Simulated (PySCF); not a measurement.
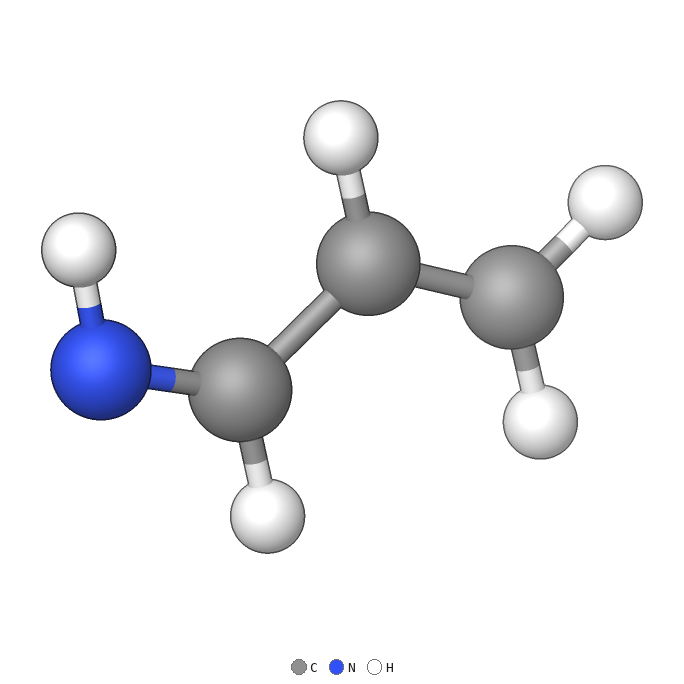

A ball-and-stick model of a molecule.

Computed geometry: GFN2-xTB optimisation. No frequency run is at hand to confirm it as a minimum.

What does the picture show?

The molecule is C₃H₅N. Its SMILES string is `[H]/N=C\C=C`. It has no ring. Among its groups: alkene, imine. The point group is Cs. All atoms lie on one plane. Coordination: 3 C trigonal planar; 1 N bent.

The parts below concern this one geometry. Atoms keep their numbers from picture to picture.

### Shape

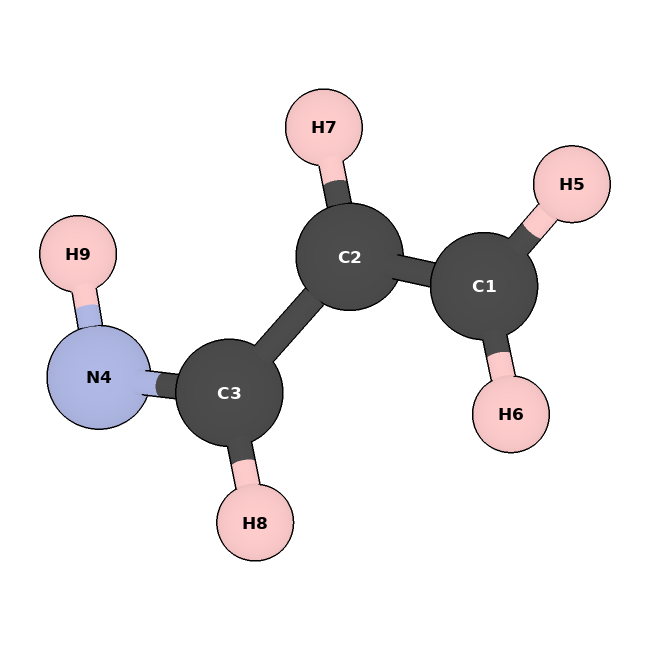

Atoms carry their numbers in the input. No frequency run is at hand to confirm it as a minimum.

Which atoms are bonded, and how long are the bonds?

```
 bond  length (Å)   order
C1–C2       1.328  double
C1–H5       1.077  single
C1–H6       1.078  single
C2–C3       1.457  single
C2–H7       1.084  single
C3–N4       1.260  double
C3–H8       1.087  single
N4–H9       1.021  single
```

### NMR shielding

The questions are on isotropic NMR shieldings of the H atoms. No frequency run is at hand to confirm it as a minimum. Level of theory: GIAO PBE0/pcSseg-1 NMR shielding, non-relativistic, gas phase (PySCF 2.14.0).

Question: Which H atom is the most shielded (lowest chemical shift)?

Answer: H6 (25.84 ppm).

Question: Which H atom is the least shielded (highest chemical shift)?

Answer: H9 (20.90 ppm).

Question: How wide is the range of H shifts?

Answer: 4.94 ppm.

List the isotropic NMR shieldings of the H atoms.

| atom | σ (ppm) |
| --- | --- |
| H5 | 25.79 |
| H6 | 25.84 |
| H7 | 25.58 |
| H8 | 23.60 |
| H9 | 20.90 |

### Polarisability

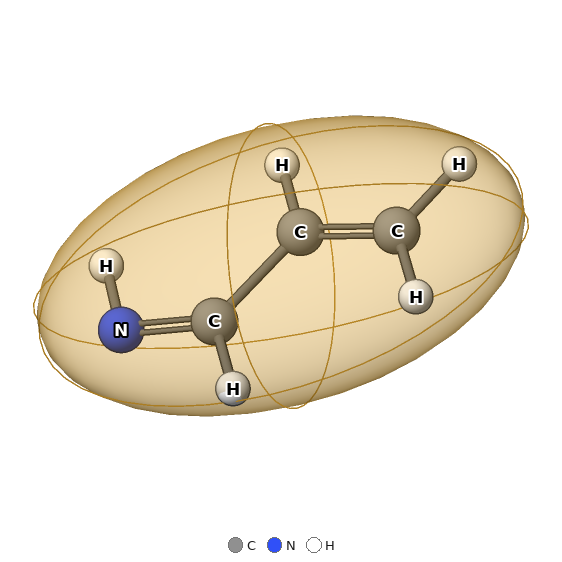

The ellipsoid shows the static dipole polarisability: its half-axes are proportional to the principal values. No frequency run is at hand to confirm it as a minimum. Method: PBE0/def2-SVPD (PySCF 2.14.0).

Question: How large and how anisotropic is the polarisability?

Answer: Principal values 30.0, 40.8, 71.1 bohr³; mean 47.3 bohr³ (7.01 Å³); anisotropy 36.9 bohr³, so the longest axis is 2.37 times the shortest.

### Charges

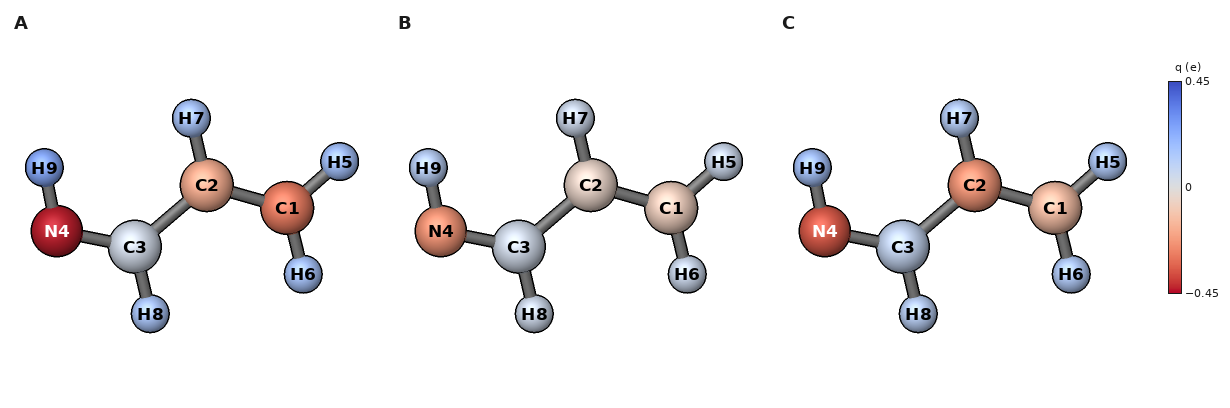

Atomic charges of one calculation by 3 schemes, on one colour scale. No frequency run is at hand to confirm it as a minimum. Level of theory: PBE0/pcSseg-1 (PySCF 2.14.0).

Question: The schemes are Hirshfeld, IAO, Mulliken. Which panel shows which?

Answer: A IAO, B Hirshfeld, C Mulliken.

List the charges (e), one line for each set of equivalent atoms.

```csv
atom,IAO,Hirshfeld,Mulliken
C1,−0.28,−0.07,−0.13
C2,−0.17,−0.05,−0.23
C3,0.04,0.04,0.08
N4,−0.43,−0.23,−0.35
H5,0.16,0.06,0.13
H6,0.15,0.05,0.12
H7,0.15,0.05,0.11
H8,0.14,0.05,0.11
H9,0.24,0.11,0.16
```

Mulliken values depend strongly on the basis set and can even reverse the polarity of a bond.
